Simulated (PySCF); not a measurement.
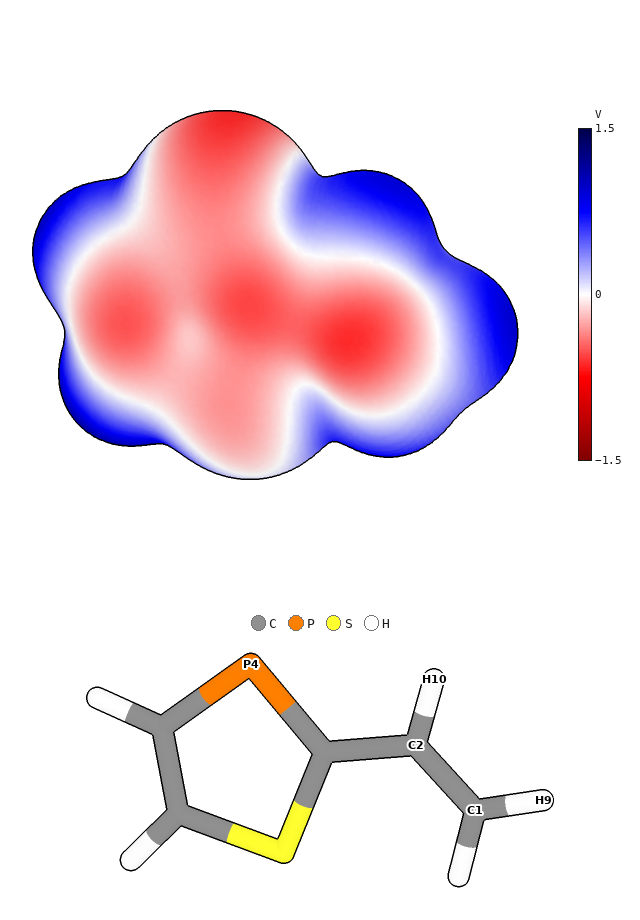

*C₅H₅PS (SMILES C=Cc1pccs1). The electrostatic potential painted on the density surface at 0.002 e/bohr³, seen at a tilt; red is negative and blue positive. The bare structure is drawn below in the same view.*

Geometry: GFN2-xTB.

Computed with PySCF, PBE0/pcSseg-1, SCF density, gas phase, non-relativistic.

| atom | x (Å) | y (Å) | z (Å) |
| --- | --- | --- | --- |
| C | -2.5199 | -0.3459 | -0.1744 |
| C | -1.6038 | 0.5562 | 0.1723 |
| C | -0.1862 | 0.3297 | 0.2269 |
| P | 0.9401 | 1.5553 | 0.6887 |
| C | 2.3343 | 0.4935 | 0.4924 |
| C | 2.1006 | -0.7775 | 0.0939 |
| S | 0.4710 | -1.2276 | -0.1804 |
| H | -2.2451 | -1.3510 | -0.4503 |
| H | -3.5684 | -0.1075 | -0.1933 |
| H | -1.9035 | 1.5607 | 0.4458 |
| H | 3.3347 | 0.8483 | 0.6844 |
| H | 2.8474 | -1.5349 | -0.0673 |

Where is the surface potential most negative and most positive?

The most negative region (about −0.6 V, or −14 kcal/mol for a unit charge) lies over C1, C2 and P4, the most positive (about +1.3 V, or +30 kcal/mol for a unit charge) over H12.
